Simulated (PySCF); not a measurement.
# One shape, several levels: AlH2SBr (SMILES [SH][AlH][Br])

We compute a comparison of 3 runs (B3LYP/6-31G*, PBE0/def2-SVP) of AlH2SBr. Input form: a Python script.

The results are computed with PySCF 2.14.0.

2 further runs of the same task are left out: 1 for a known fault of the program, 1 set aside as unsound or not needed.

**1. The structure to begin with**

The species is AlH2SBr (5 atoms), meant as a singlet with charge 0. As SMILES, `[SH][AlH][Br]`. The coordinates come from a PBE0-D4/def2-TZVP relaxation. This is one conformer, not always the lowest.

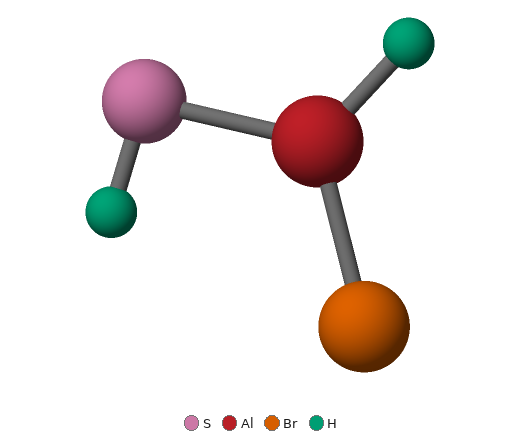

The structure, seen from a chosen angle (sulfur pink, aluminium red, bromine orange, hydrogen teal).

**2. Energy and forces at B3LYP/6-31G(d) (spherical functions) (run 1)**

The input, input.py:

```python
import pyscf.grad
from pyscf import gto, dft

mol = gto.M(
    atom='''
S       -1.672800      -0.006500       0.297400
Al       0.491600       0.125600       0.390900
Br       1.687800      -0.358500      -1.456100
H       -1.666700      -0.383200      -0.993500
H        1.210000       0.548800       1.719900
''',
    verbose=4,
    spin=0,
    charge=0,
    max_memory=1860,
    basis='6-31g*',
)

mf = dft.RKS(mol)
mf.xc = 'b3lyp'
mf.grids.level = 5
mf.conv_tol = 1e-10
mf.kernel()
if not mf.converged:
    mf = mf.newton().run(mf.mo_coeff, mf.mo_occ)

e_tot = mf.e_tot
print('E(%s) = %.9f' % ('B3LYP', e_tot))
grad = mf.Gradients().kernel()
mf.analyze()
```

Command:

```sh
$ OMP_NUM_THREADS=1 python input.py
```

The program printed:

```text
PySCF version 2.14.0

[INPUT] num. atoms = 5
[INPUT] num. electrons = 66
[INPUT] charge = 0
[INPUT] spin (= nelec alpha-beta = 2S) = 0
[INPUT] symmetry False subgroup None
[INPUT] Mole.unit = angstrom
[INPUT] Symbol           X                Y                Z      unit          X                Y                Z       unit  Magmom
[INPUT]  1 S     -1.672800000000  -0.006500000000   0.297400000000 AA   -3.161133861172  -0.012283219810   0.562004549446 Bohr   0.0
[INPUT]  2 Al     0.491600000000   0.125600000000   0.390900000000 AA    0.928989362836   0.237349601245   0.738693942092 Bohr   0.0
[INPUT]  3 Br     1.687800000000  -0.358500000000  -1.456100000000 AA    3.189479753041  -0.677466815657  -2.751630209979 Bohr   0.0
[INPUT]  4 H     -1.666700000000  -0.383200000000  -0.993500000000 AA   -3.149606531813  -0.724143050933  -1.877442904755 Bohr   0.0
[INPUT]  5 H      1.210000000000   0.548800000000   1.719900000000 AA    2.286568610724   1.037081697161   3.250139961639 Bohr   0.0

[... 75 lines left out ...]
Total Energy =                       -3215.802322197795547
[... 8 lines left out ...]
MO #2   energy= -88.863792755593   occ= 2
[... 6 lines left out ...]
MO #9   energy= -7.94542390335355  occ= 2
[... 6 lines left out ...]
MO #16  energy= -4.1867483293223   occ= 2
[... 6 lines left out ...]
MO #23  energy= -2.62320738807056  occ= 2
[... 6 lines left out ...]
MO #30  energy= -0.338264514519308 occ= 2
[... 6 lines left out ...]
MO #37  energy= 0.0456475442004072 occ= 0
[... 6 lines left out ...]
MO #44  energy= 0.289421434891243  occ= 0
[... 6 lines left out ...]
MO #51  energy= 0.43439019302606   occ= 0
[... 6 lines left out ...]
MO #58  energy= 0.703710608558842  occ= 0
[... 6 lines left out ...]
MO #65  energy= 1.08044569600329   occ= 0
[... 6 lines left out ...]
MO #72  energy= 4.909080179823     occ= 0
[... 41 lines left out ...]
pop of  2 Br 4s           1.88633
pop of  2 Br 5s           0.00229
pop of  2 Br 2px          2.00000
pop of  2 Br 2py          2.00000
pop of  2 Br 2pz          2.00000
pop of  2 Br 3px          1.99988
pop of  2 Br 3py          1.99988
pop of  2 Br 3pz          1.99986
pop of  2 Br 4px          1.82271
pop of  2 Br 4py          1.86143
pop of  2 Br 4pz          1.70003
pop of  2 Br 5px          0.00218
pop of  2 Br 5py          0.00070
pop of  2 Br 5pz          0.00239
pop of  2 Br 3dxy         1.99987
pop of  2 Br 3dyz         1.99986
pop of  2 Br 3dz^2        1.99984
pop of  2 Br 3dxz         1.99984
pop of  2 Br 3dx2-y2      1.99987
pop of  2 Br 4dxy         0.00108
pop of  2 Br 4dyz         0.00204
pop of  2 Br 4dz^2        0.00332
pop of  2 Br 4dxz         0.00486
pop of  2 Br 4dx2-y2      0.00095
pop of  2 Br 5dxy         0.00003
pop of  2 Br 5dyz         0.00006
pop of  2 Br 5dz^2        0.00009
pop of  2 Br 5dxz         0.00011
pop of  2 Br 5dx2-y2      0.00003
pop of  3 H 1s            0.88681
pop of  3 H 2s            0.00748
pop of  4 H 1s            1.11560
pop of  4 H 2s            0.00156
 ** Mulliken atomic charges  **
charge of    0S =     -0.28473
charge of    1Al =      0.58502
charge of    2Br =     -0.28883
charge of    3H =      0.10570
charge of    4H =     -0.11716
Dipole moment(X, Y, Z, Debye): -0.06859,  0.02844,  0.09843
```

It took 44 s on 1 thread of Intel Xeon at 2.50GHz (Skylake/Cascade Lake), shared host; peak memory 0.7 GiB.

**3. Energy and gradient at B3LYP/6-31G(d) (Cartesian functions) (run 2)**

The input, calc.py:

```python
from pyscf import gto, dft

system = gto.M(
    atom='''
S     -3.161134    -0.012283     0.562005
Al     0.928989     0.237350     0.738694
Br     3.189480    -0.677467    -2.751630
H     -3.149607    -0.724143    -1.877443
H      2.286569     1.037082     3.250140
''',
    charge=0,
    verbose=4,
    spin=0,
    cart=True,
    max_memory=1860,
    basis='6-31g*',
    unit='bohr',
)

calc0 = dft.RKS(system, xc='b3lyp')
calc0.conv_tol = 1e-10
calc0.grids.level = 5
calc0.kernel()
if not calc0.converged:
    calc0 = calc0.newton().run(calc0.mo_coeff, calc0.mo_occ)

etot = calc0.e_tot
print('E = %.10f Eh' % etot)
grad = calc0.nuc_grad_method().kernel()
calc0.analyze()
```

Command:

```sh
$ OMP_NUM_THREADS=1 python calc.py
```

The program printed:

```text
PySCF version 2.14.0

[INPUT] num. atoms = 5
[INPUT] num. electrons = 66
[INPUT] charge = 0
[INPUT] spin (= nelec alpha-beta = 2S) = 0
[INPUT] symmetry False subgroup None
[INPUT] Mole.unit = bohr
[INPUT] Cartesian GTO integrals (6d 10f)
[INPUT] Symbol           X                Y                Z      unit          X                Y                Z       unit  Magmom
[INPUT]  1 S     -1.672800073464  -0.006499883682   0.297400238423 AA   -3.161134000000  -0.012283000000   0.562005000000 Bohr   0.0
[INPUT]  2 Al     0.491599807995   0.125600211012   0.390900030643 AA    0.928989000000   0.237350000000   0.738694000000 Bohr   0.0
[INPUT]  3 Br     1.687800130685  -0.358500097550  -1.456099888884 AA    3.189480000000  -0.677467000000  -2.751630000000 Bohr   0.0
[INPUT]  4 H     -1.666700247754  -0.383199973047  -0.993500050401 AA   -3.149607000000  -0.724143000000  -1.877443000000 Bohr   0.0
[INPUT]  5 H      1.210000205996   0.548800160255   1.719900020300 AA    2.286569000000   1.037082000000   3.250140000000 Bohr   0.0

[... 77 lines left out ...]
One-electron Energy =                -4993.465315007181744
[... 9 lines left out ...]
MO #5   energy= -56.33861961268    occ= 2
[... 7 lines left out ...]
MO #13  energy= -5.91354850907625  occ= 2
[... 7 lines left out ...]
MO #21  energy= -2.62644280361785  occ= 2
[... 7 lines left out ...]
MO #29  energy= -0.347070217001328 occ= 2
[... 7 lines left out ...]
MO #37  energy= 0.0455014349694265 occ= 0
[... 7 lines left out ...]
MO #45  energy= 0.337465606808095  occ= 0
[... 7 lines left out ...]
MO #53  energy= 0.523790761240918  occ= 0
[... 7 lines left out ...]
MO #61  energy= 0.76494871366218   occ= 0
[... 7 lines left out ...]
MO #69  energy= 2.05707589426063   occ= 0
[... 7 lines left out ...]
MO #77  energy= 90.4017641171466   occ= 0
[... 46 lines left out ...]
pop of  2 Br 2py          2.00000
pop of  2 Br 2pz          2.00000
pop of  2 Br 3px          1.99988
pop of  2 Br 3py          1.99988
pop of  2 Br 3pz          1.99986
pop of  2 Br 4px          1.81817
pop of  2 Br 4py          1.86056
pop of  2 Br 4pz          1.68765
pop of  2 Br 5px          0.00242
pop of  2 Br 5py          0.00073
pop of  2 Br 5pz          0.00269
pop of  2 Br 3dxx         1.94506
pop of  2 Br 3dxy         1.99987
pop of  2 Br 3dxz         1.99983
pop of  2 Br 3dyy         1.94500
pop of  2 Br 3dyz         1.99985
pop of  2 Br 3dzz         1.94521
pop of  2 Br 4dxx         0.00110
pop of  2 Br 4dxy         0.00109
pop of  2 Br 4dxz         0.00483
pop of  2 Br 4dyy         0.00119
pop of  2 Br 4dyz         0.00205
pop of  2 Br 4dzz         0.00238
pop of  2 Br 5dxx         0.00084
pop of  2 Br 5dxy         0.00003
pop of  2 Br 5dxz         0.00011
pop of  2 Br 5dyy         0.00069
pop of  2 Br 5dyz         0.00006
pop of  2 Br 5dzz         0.00107
pop of  3  H 1s           0.88663
pop of  3  H 2s           0.00755
pop of  4  H 1s           1.11477
pop of  4  H 2s           0.00158
 ** Mulliken atomic charges  **
charge of    0S =     -0.28332
charge of    1Al =      0.68455
charge of    2Br =     -0.39070
charge of    3H =      0.10582
charge of    4H =     -0.11635
Dipole moment(X, Y, Z, Debye): -0.06488,  0.02758,  0.09490
```

Run time: 48 s. Hardware: 1 thread of Intel Xeon at 2.50GHz (Skylake/Cascade Lake), shared host; peak memory 0.75 GiB.

**4. Energy and gradient at PBE0/def2-SVP (run 3)**

The input, job.py:

```python
import pyscf.grad
from pyscf import gto, dft

mol = gto.M(
    atom='''
S   -1.672800  -0.006500   0.297400
Al   0.491600   0.125600   0.390900
Br   1.687800  -0.358500  -1.456100
H   -1.666700  -0.383200  -0.993500
H    1.210000   0.548800   1.719900
''',
    verbose=4,
    spin=0,
    max_memory=1860,
    basis='def2-svp',
)

calc0 = dft.RKS(mol)
calc0.xc = 'pbe0'
calc0.conv_tol = 1e-10
calc0.grids.level = 5
calc0.kernel()
if not calc0.converged:
    calc0 = calc0.newton().run(calc0.mo_coeff, calc0.mo_occ)

e_final = calc0.e_tot
print('Final energy', e_final)
grad = calc0.Gradients().kernel()
dip = calc0.dip_moment()
pop, q = calc0.mulliken_pop()
```

Command:

```sh
$ OMP_NUM_THREADS=1 python job.py
```

The program printed:

```text
PySCF version 2.14.0

[INPUT] num. atoms = 5
[INPUT] num. electrons = 66
[INPUT] charge = 0
[INPUT] spin (= nelec alpha-beta = 2S) = 0
[INPUT] symmetry False subgroup None
[INPUT] Mole.unit = angstrom
[INPUT] Symbol           X                Y                Z      unit          X                Y                Z       unit  Magmom
[INPUT]  1 S     -1.672800000000  -0.006500000000   0.297400000000 AA   -3.161133861172  -0.012283219810   0.562004549446 Bohr   0.0
[INPUT]  2 Al     0.491600000000   0.125600000000   0.390900000000 AA    0.928989362836   0.237349601245   0.738693942092 Bohr   0.0
[INPUT]  3 Br     1.687800000000  -0.358500000000  -1.456100000000 AA    3.189479753041  -0.677466815657  -2.751630209979 Bohr   0.0
[INPUT]  4 H     -1.666700000000  -0.383200000000  -0.993500000000 AA   -3.149606531813  -0.724143050933  -1.877442904755 Bohr   0.0
[INPUT]  5 H      1.210000000000   0.548800000000   1.719900000000 AA    2.286568610724   1.037081697161   3.250139961639 Bohr   0.0

[... 57 lines left out ...]
converged SCF energy = -3215.01968424382
Final energy -3215.0196842438154
[... 12 lines left out ...]
Dipole moment(X, Y, Z, Debye): -0.14264, -0.01428, -0.03579
[... 45 lines left out ...]
pop of  2 Br 3px          1.99268
pop of  2 Br 3py          1.99283
pop of  2 Br 3pz          1.99218
pop of  2 Br 4px          0.80246
pop of  2 Br 4py          0.80617
pop of  2 Br 4pz          0.76374
pop of  2 Br 5px          1.00397
pop of  2 Br 5py          1.06434
pop of  2 Br 5pz          0.90907
pop of  2 Br 3dxy         1.63981
pop of  2 Br 3dyz         1.63941
pop of  2 Br 3dz^2        1.63921
pop of  2 Br 3dxz         1.63936
pop of  2 Br 3dx2-y2      1.63981
pop of  2 Br 4dxy         0.34843
pop of  2 Br 4dyz         0.34875
pop of  2 Br 4dz^2        0.34896
pop of  2 Br 4dxz         0.34894
pop of  2 Br 4dx2-y2      0.34843
pop of  2 Br 5dxy         0.01353
pop of  2 Br 5dyz         0.01522
pop of  2 Br 5dz^2        0.01707
pop of  2 Br 5dxz         0.01853
pop of  2 Br 5dx2-y2      0.01353
pop of  3 H 1s            0.69712
pop of  3 H 2s            0.15464
pop of  3 H 2px           0.00695
pop of  3 H 2py           0.00877
pop of  3 H 2pz           0.01779
pop of  4 H 1s            0.70901
pop of  4 H 2s            0.40919
pop of  4 H 2px           0.00154
pop of  4 H 2py           0.00058
pop of  4 H 2pz           0.00431
 ** Mulliken atomic charges  **
charge of    0S =     -0.29211
charge of    1Al =      0.59656
charge of    2Br =     -0.29455
charge of    3H =      0.11473
charge of    4H =     -0.12464
```

Run time: 34 s. Hardware: 1 thread of Intel Xeon at 2.50GHz (Skylake/Cascade Lake), shared host; peak memory 0.76 GiB.

**5. Overview of the runs**

```csv
run,level,Cartesian functions,energy (Eh),dipole moment (D),HOMO energy (eV),LUMO energy (eV),wall time
1,B3LYP/6-31G* (spherical functions),no,-3215.802322,0.12,-7.73,-1.53,44 s
2,B3LYP/6-31G* (Cartesian functions),yes,-3215.815132,0.12,-7.73,-1.53,48 s
3,PBE0/def2-SVP,no,-3215.019684,0.15,-7.95,-1.26,34 s
```

**6. What came out**

| quantity | value |
| --- | --- |
| run 3: total energy | -3215.01968 Eh |
| run 3: dipole moment | 0.15 D |
| run 3: HOMO energy | -7.95 eV |
| run 3: LUMO energy | -1.26 eV |
| run 3: HOMO–LUMO gap | 6.69 eV |
| run 3: largest force on an atom | 0.211 eV/Å |

**Reading.** The dipole moment (its size) runs from 0.12 D (B3LYP/6-31G*) to 0.15 D (PBE0/def2-SVP). The two ends differ in method and basis. The HOMO–LUMO gap runs from 6.20 eV (B3LYP/6-31G*) to 6.69 eV (PBE0/def2-SVP). Totals of different functionals can't be ranked against each other. All runs together took 2.1 min, the longest 48 s.
